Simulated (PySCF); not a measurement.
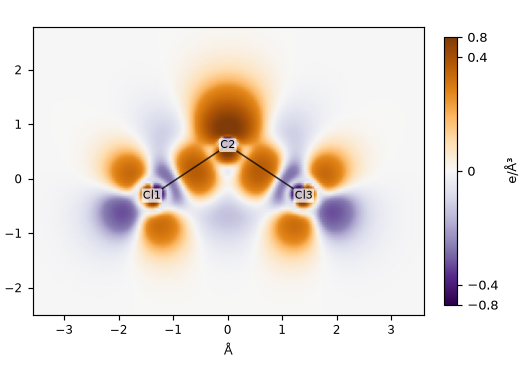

Figure 1: CCl2, SMILES `Cl[C]Cl`. Deformation density (molecule less spherical, spin-averaged free atoms) in the molecular plane; colour scale in e/Å³, logarithmic beyond ±0.1; orange: gain, purple: loss.

Computed with PySCF, PBE0/6-311+G**, geometry: GFN2-xTB. No frequency check shows the geometry to be a minimum. GFN2-xTB bond lengths at metals and heavier atoms can be off by up to 0.1 Å and shapes distorted, which carries into these values.

Input script:

```python
import numpy as np
from pyscf import gto, scf, dft
from pyscf.scf import atom_ks, atom_hf
from scipy.linalg import block_diag

def solve(mol, dm0=None, hcore=None):
    mf = (dft.UKS if mol.spin else dft.RKS)(mol, xc='pbe0')
    mf.grids.level = 3
    mf = mf.density_fit(auxbasis='def2-universal-jkfit')
    mf.conv_tol, mf.max_cycle = 1e-8, 80
    if hcore is not None:
        mf.get_hcore = lambda *args: hcore
    mf.kernel(dm0)
    if not mf.converged:
        mf = mf.newton().run(mf.mo_coeff, mf.mo_occ, max_cycle=30)
    assert mf.converged, 'SCF not converged'
    return mf

mol = gto.M(atom='''
Cl     1.39378     0.13861     0.00000
C     -0.00010    -0.78551     0.00000
Cl    -1.39375     0.13863     0.00000
''', basis='6-311+g**', charge=0, spin=0, verbose=4)
mf = solve(mol)
mf.analyze()
# spherically averaged free atoms, for the promolecule
atm = atom_ks.get_atm_nrks(mol, xc='pbe0')
pro = block_diag(*[(atm[a[0]][2] * atm[a[0]][3]) @ atm[a[0]][2].T for a in mol._atom])
np.savez('result.npz', e=mf.e_tot, c=mf.mo_coeff, occ=mf.mo_occ, eps=mf.mo_energy, pro=pro, dip=mf.dip_moment(verbose=0), s2=mf.spin_square()[0])
```

Command:

```sh
OMP_NUM_THREADS=1 python input.py
```

The run took 3.7 s on 1 thread of Intel(R) Xeon(R) Platinum 8488C (Sapphire Rapids) (shared host), peak memory 0.3 GiB.

Partitions, critical points and surface values were worked out afterwards from this run's density.

> Describe the bonding that the map shows.

C2–Cl3 and Cl1–C2: +0.28 e/Å³ at the bond critical point (bond length 1.67 Å). In all, 0.8 electrons gather in the regions of gain relative to the promolecule.

> Where do the Hirshfeld charges lie?

The highest Hirshfeld charge is on Cl1 and Cl3 (+0.04 e), the lowest on C2 (−0.08 e).

```csv
atom,charge (e)
Cl1,+0.04
C2,−0.08
Cl3,+0.04
```
